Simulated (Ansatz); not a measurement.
**SiHO₂ (quartet): wave-function methods side by side, def2-QZVPP**

How much of the correlation energy of SiHO₂ (quartet) does each wave-function method recover here?

Computed with Ansatz 0.2.0, Gaussian basis. Level: def2-QZVPP, core rule «outside noble gas», up to 7 orbitals frozen.

To be run: UHF; ROHF; CCSD(T) on UHF.

2 further runs of the same task are left out: 2 set aside as unsound or not needed. Runs told in other sessions of the task aren't counted.

**1. The geometry**

The geometry is a PBE0/def2-TZVP stationary point (not a proven minimum) of the parent state, kept for this charge and spin.

4 atoms, charge 0, spin multiplicity 4.

Atoms are counted from 1 here; the program's logs count them from 0.

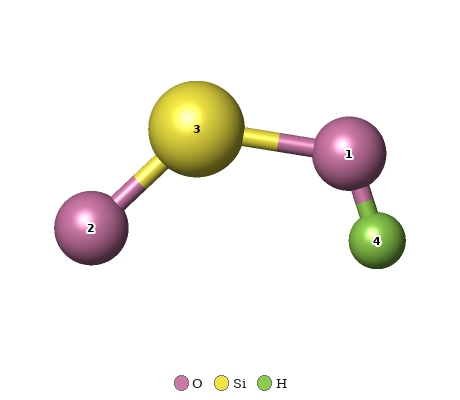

The structure; oxygen pink, silicon yellow, hydrogen green; atoms are numbered from 1 in the order of the file.

In the tables R marks a restricted open-shell determinant and U an unrestricted one; energies count from the table's Hartree-Fock row.

**2. UHF**

Input file in.yaml:

```yaml
crystal:
  periodic: [false, false, false]
  atoms:
    - {symbol: O, position_ang: [0.000000, 0.199858, 1.434628]}
    - {symbol: O, position_ang: [0.000000, 0.406627, -1.385152]}
    - {symbol: Si, position_ang: [0.000000, -0.387106, -0.083158]}
    - {symbol: H, position_ang: [0.000000, 1.159459, 1.531796]}
basis:
  gaussian: {orbitals: "def2-QZVPP.json"}
magnetization: {spin_polarized: true, initial_magnetization: 3}
hamiltonian: {xc: hf}
output: {orbitals: {seedname: orbitals}}
```

Run with:

```sh
> ansatz run in.yaml --threads 1 --pin off --events-out ev --progress --plain --max-ram 2393MiB
```

The program printed:

```text
Functional definition: HF
  name "HF"
  cite "Fock, Z. Phys. 61, 126 (1930) doi:10.1007/BF01340294"
  parent pbe
  exchange = exact_x
  correlation = 0
933 factors; their error is unknown
mean field evaluation 1: about -11948.3923 eV, gradient 2.4e1 eV
mean field evaluation 2: about -11951.0021 eV, gradient 1.3e1 eV
mean field evaluation 4: about -11952.0052 eV, gradient 1.9e0 eV
mean field evaluation 8: about -11952.1069 eV, gradient 3.9e-1 eV
mean field evaluation 16: about -11952.1683 eV, gradient 1.7e-3 eV
mean field evaluation 32: about -11952.3254 eV, gradient 1.5e-2 eV
mean field evaluation 64: about -11948.6889 eV, gradient 3.9e0 eV
mean field evaluation 96: about -11952.1683 eV, gradient 6.6e-6 eV
mean field -11952.32544325 eV, -439.2398584623 hartree, gradient 6.5e-6 eV, S^2 3.759721; 5 other end points of the search recorded, 0 dependent functions left out
reference -11952.32544325 eV, -439.2398584623 hartree; 17, 14 occupied and 197, 200 virtual orbitals, 933 factors
Total energy: -11952.32544325 eV, -439.2398584623 hartree
```

Run time: 31 s. Hardware: 1 thread of Arm Neoverse V2, shared host; peak memory 0.52 GiB.

From the report: ⟨S²⟩ of the determinant 3.760 (pure quartet: 3.75).

**3. ROHF**

in.yaml: that of step 2 with these lines changed.

```diff
@@ -9,3 +9,3 @@
   gaussian: {orbitals: "def2-QZVPP.json"}
-magnetization: {spin_polarized: true, initial_magnetization: 3}
+magnetization: {spin_polarized: false, initial_magnetization: 3}
 hamiltonian: {xc: hf}
```

Launched as before.

The program printed:

```text
Functional definition: HF
  name "HF"
  cite "Fock, Z. Phys. 61, 126 (1930) doi:10.1007/BF01340294"
  parent pbe
  exchange = exact_x
  correlation = 0
933 factors; their error is unknown
mean field evaluation 1: about -11948.3999 eV, gradient 3.2e1 eV
mean field evaluation 2: about -11951.1390 eV, gradient 1.8e1 eV
mean field evaluation 4: about -11951.9170 eV, gradient 1.1e0 eV
mean field evaluation 8: about -11951.9445 eV, gradient 2.9e-1 eV
mean field evaluation 16: about -11948.4451 eV, gradient 3.2e1 eV
mean field evaluation 32: about -11952.1509 eV, gradient 3.8e-2 eV
mean field evaluation 64: about -11941.7442 eV, gradient 3.3e1 eV
mean field evaluation 96: about -11947.3218 eV, gradient 1.6e1 eV
mean field evaluation 128: about -11951.9964 eV, gradient 2.9e-2 eV
mean field -11952.15081572 eV, -439.2334410188 hartree, gradient 8.0e-7 eV, S^2 3.750000; 2 other end points of the search recorded, 0 dependent functions left out
reference -11952.15081572 eV, -439.2334410188 hartree; 17, 14 occupied and 197, 200 virtual orbitals, 933 factors
Total energy: -11952.15081572 eV, -439.2334410188 hartree
```

It took 25 s on 1 thread of Arm Neoverse V2, shared host; peak memory 0.5 GiB.

**4. CCSD(T) on UHF**

in.yaml: that of step 3 with these lines changed.

```diff
@@ -9,4 +9,3 @@
   gaussian: {orbitals: "def2-QZVPP.json"}
-magnetization: {spin_polarized: false, initial_magnetization: 3}
-hamiltonian: {xc: hf}
-output: {orbitals: {seedname: orbitals}}
+magnetization: {spin_polarized: true, initial_magnetization: 3}
+correlation: {method: ccsd_t, electrons: outside_noble_gas}
```

Run with:

```sh
> ansatz run in.yaml --threads 4 --pin off --events-out ev --progress --plain --max-ram 9574MiB
```

The program printed, shortened:

```text
Functional definition: HF
  name "HF"
  cite "Fock, Z. Phys. 61, 126 (1930) doi:10.1007/BF01340294"
  parent pbe
[...]
1317 factors; integrals over basis functions are off by at most 9.9e-4 eV
[...]
mean field -11952.32568445 eV, -439.2398673262 hartree, gradient 2.4e-6 eV, S^2 3.759721; 9 other end points of the search recorded, 0 dependent functions left out
determinant -11952.32568445 eV, -439.2398673262 hartree, with singles and doubles -11967.33766367 eV, -439.7915473870 hartree
determinant -11952.16849979 eV, -439.2340908965 hartree, with singles and doubles -11967.18708669 eV, -439.7860137853 hartree
determinant -11950.34468361 eV, -439.1670668882 hartree, with singles and doubles -11965.48347830 eV, -439.7234073315 hartree
determinant -11949.53318134 eV, -439.1372447296 hartree, with singles and doubles -11965.00864900 eV, -439.7059576768 hartree
determinant -11949.30287867 eV, -439.1287812629 hartree, with singles and doubles -11964.78596069 eV, -439.6977740320 hartree
determinant -11952.32568445 eV, -439.2398673262 hartree, with singles and doubles -11967.20375769 eV, -439.7866264330 hartree
determinant -11952.16849979 eV, -439.2340908965 hartree, with singles and doubles -11967.05159003 eV, -439.7810343746 hartree
7 core orbitals not correlated: weight in the atoms' cores, before any rotation towards them, 1.000 or more for the frozen orbitals, at most 0.000 for the correlated occupied ones
reference -11952.32568445 eV, -439.2398673262 hartree; 10, 7 occupied and 197, 200 virtual orbitals, 1317 factors
second order -14.44655181 eV of doubles, -0.00000000 eV of singles
cycle   1  -14.87807551 eV  change   -2.3e-6 eV  update   3.1e-6
perturbative correction -0.55241076 eV, -0.0203007209 hartree
Total energy: -11967.75617072 eV, -439.8069272375 hartree
```

Wall time 5.6 min (4 threads of Arm Neoverse V2, shared host); peak memory 7.8 GiB.

From the report: ⟨S²⟩ of the determinant 3.760 (pure quartet: 3.75); correlation -15.4305 eV; T1 0.018; largest double amplitude 0.02.

**5. Misses and costs**

No level here is safe as a reference; UCCSD(T) serves as a yardstick only. Rows without a time are mean-field rows or come out of runs for another level: lower rungs of the coupled-cluster runs, or the Hartree-Fock search.

```tsv
method	energy from the lowest ROHF (kcal/mol)	from UCCSD(T) (kcal/mol)	time
ROHF	0.00	+359.87	
UHF	-4.03	+355.84	
UMP2	-337.18	+22.69	
UCCSD	-347.13	+12.74	
UCCSD(T)	-359.87	0	5.6 min
```

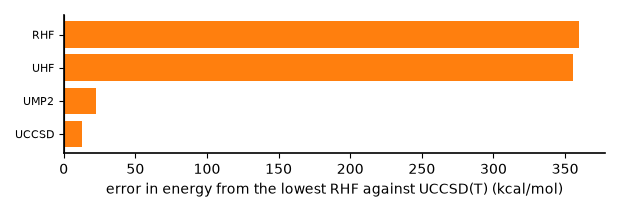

Deviations from UCCSD(T), method by method.

**6. Results**

| quantity | value |
| --- | --- |
| UCCSD(T) from the ROHF energy | -15.6054 eV |
| UMP2 from UCCSD(T) | +22.69 kcal/mol |
